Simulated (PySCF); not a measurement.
# C₃H₉B, SMILES `CB(C)C`: electronic structure

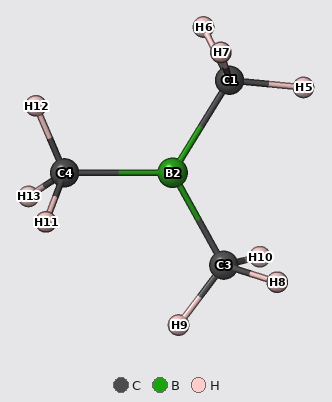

The molecule, with its atoms numbered as below. No frequency check shows the geometry to be a minimum.

Cartesian coordinates (Å):

```
C1      -1.5613    0.2271   -0.0000
B2       0.0004    0.0000   -0.0002
C3       0.9772    1.2385   -0.0000
C4       0.5839   -1.4656   -0.0000
H5      -1.8633    1.2716    0.0006
H6      -2.0173   -0.2488   -0.8678
H7      -2.0173   -0.2488    0.8677
H8       0.7931    1.8714    0.8677
H9       2.0328    0.9778    0.0006
H10      0.7931    1.8714   -0.8678
H11      1.2241   -1.6226    0.8677
H12     -0.1697   -2.2494    0.0006
H13      1.2241   -1.6226   -0.8678
```

## 1. Bonding charge

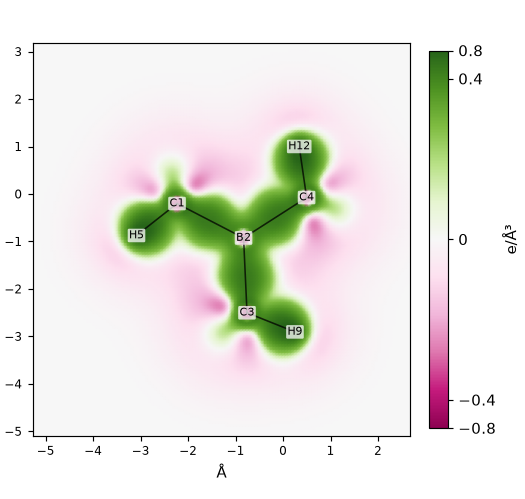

Deformation density (molecule less spherical, spin-averaged free atoms) in the plane of C1, B2, C3, C4, H5, H9 and H12; colour scale in e/Å³, logarithmic beyond ±0.1; green: gain, pink: loss.

Method: PBE0/def2-TZVP; geometry: GFN2-xTB; program: PySCF.

**Describe the bonding that the map shows.**

C1–H5, C3–H9 and C4–H12: +0.68 e/Å³ at the bond critical point (bond length 1.09 Å, Mayer order 1.0). B2–C3, B2–C4 and C1–B2: +0.44 e/Å³ at the bond critical point (bond length 1.58 Å, Mayer order 1.1). In all, 2.8 electrons gather in the regions of gain relative to the promolecule.

## 2. Electrostatic potential

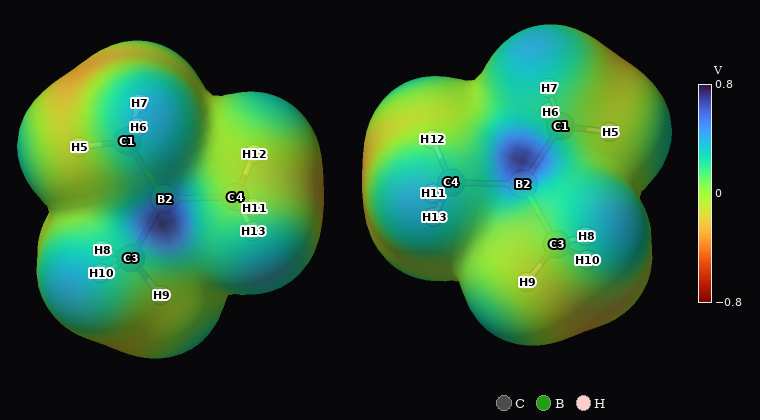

Electrostatic potential on the surface of electron density 0.001 a.u. (back view left, front view right).

**Where are the extremes of the potential on the surface?**

Highest: 0.74 V, over B2, off the plane of its three bonds (1.8 Å), and at like points elsewhere. Further maxima include 0.41 V, 1.4 Å from H6, and at like points elsewhere. Lowest: −0.28 V, near H5 (1.80 Å), H6 (1.87 Å), H7 (1.94 Å) and C1 (1.98 Å), and at like points elsewhere. The surface is sampled at points, so like sites can differ by a few per cent and only the strongest of them is named.

## 3. In an electric field

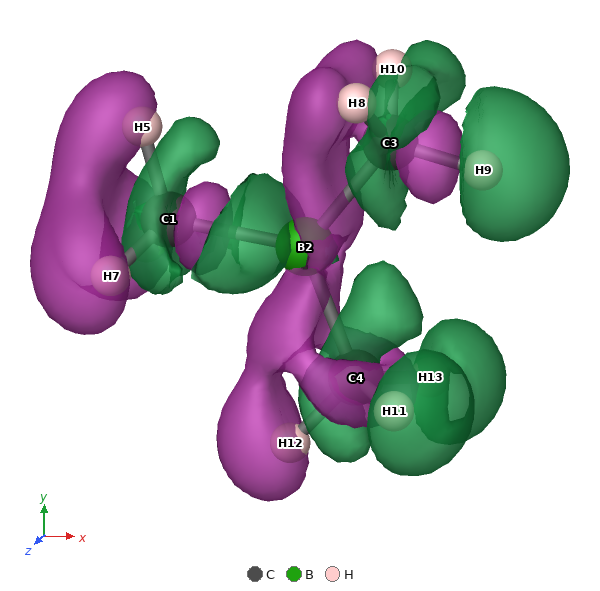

Change of the electron density in a uniform field of 0.21 V/Å, surfaces at ±0.0015 e/Å³ (green: gain, purple: loss).

Level of theory: PBE0/def2-TZVP (PySCF), at a geometry from GFN2-xTB. A basis without diffuse functions makes polarisabilities too small.

The field was applied in both directions; the picture shows the one opposite to the script's first.

**Along which Cartesian direction does the field point?**

Along −x: electrons gather on the +x side, against the field.

**How large is the response?**

The induced dipole is 0.56 D (along the field); α along this axis, from the fields in both directions, is 55 bohr³ (8.2 Å³).

The PySCF runs shown took 17 s and 40 s on 1 thread of Intel(R) Xeon(R) Platinum 8259CL CPU @ 2.50GHz (Skylake/Cascade Lake), with other jobs on the host.
